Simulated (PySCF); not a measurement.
(F3Si)2CH2 (CH2F6Si2).

Computed with PySCF, LC-wPBE/def2-SVP, geometry: GFN2-xTB. No frequency check shows the geometry to be a minimum. Without diffuse functions Rydberg states are missing, so the states' numbers hold for this basis only.

Geometry (Å), atoms numbered from 1:

```
Si1      1.5562   -0.0046   -0.0970
F2       2.8742   -0.1983   -0.9570
F3       1.6373   -1.1121    1.0292
F4       1.7485    1.3731    0.6556
C5      -0.0001   -0.0829   -1.1369
Si6     -1.5564   -0.0072   -0.0969
F7      -1.7923   -1.3126    0.7657
F8      -1.5985    1.1913    0.9337
F9      -2.8688    0.1621   -0.9705
H10     -0.0011   -1.0043   -1.7204
H11      0.0012    0.7367   -1.8558
```

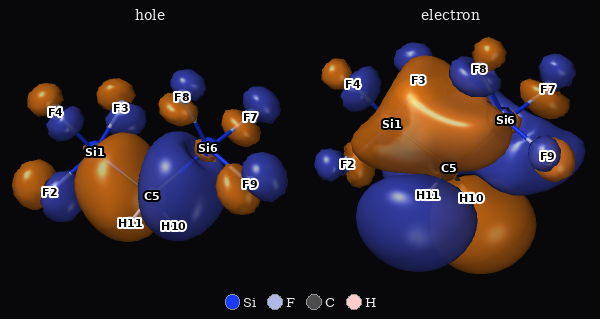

Leading natural transition orbital pair of S₃ (TDA singlet states); the surfaces enclose about 85 % of each orbital's density.

Q: Where does the state lie, and where do hole and electron sit?

A: 11.15 eV (111 nm), f = 0.025; the leading pair carries 93 %; hole on C5 (39 %), Si1 and Si6 (13 % each) and F2 and F9 (7 % each), electron on Si1 and Si6 (20 % each), C5 (18 %) and H10 (13 %); their centroids lie 0.1 Å apart. In canonical orbitals it is mainly HOMO → LUMO+2 (86 %). The HOMO–LUMO gap is 16.34 eV.
